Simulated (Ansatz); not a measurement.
**Pressure series in GaSb**

Base system: GaSb in the zinc blende structure (space group F-43m, No. 216).

```cif
data_GaSb
_chemical_formula_sum 'Sb1 Ga1'
_space_group_name_H-M_alt 'P 1'
_space_group_IT_number 1
_cell_length_a 4.39402
_cell_length_b 4.39402
_cell_length_c 4.39402
_cell_angle_alpha 60.000
_cell_angle_beta 60.000
_cell_angle_gamma 60.000
loop_
_space_group_symop_operation_xyz
  'x, y, z'
loop_
_atom_site_label
_atom_site_type_symbol
_atom_site_fract_x
_atom_site_fract_y
_atom_site_fract_z
_atom_site_occupancy
Sb1 Sb 0.75000 0.75000 0.75000 1
Ga1 Ga 0.00000 0.00000 0.00000 1
```

Cell and atoms are relaxed at each pressure.

Calculations: Ansatz (a first-principles code) PBE, spin-orbit coupling left out, earlier PAW set.

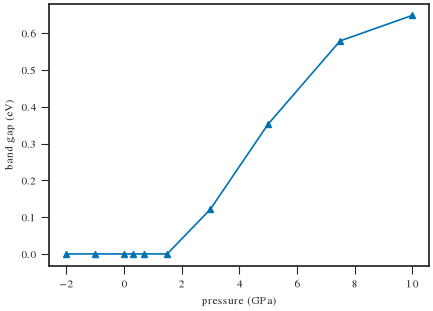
Fig. 1. Band gap against pressure

Task: From the plot, what is the band gap for pressure 3 GPa?

Result: About 0.12 eV.

Task: Is the trend monotonic over the range shown?

Result: Yes, it rises throughout, spanning zero to 0.65 eV.

With Sb present, leaving out spin-orbit coupling can change the band edges. Load acts through the strain it causes; cell and atoms are relaxed under it. Stability against distortions was not tested. Tetrahedral semiconductors of this kind turn to denser phases somewhere between about 1 and 50 GPa; those were not computed, so compressed cells here can lie past the real transition. The final runs are not spin-polarised. A zero or small gap of GaSb can be the functional's error rather than a property of the material.
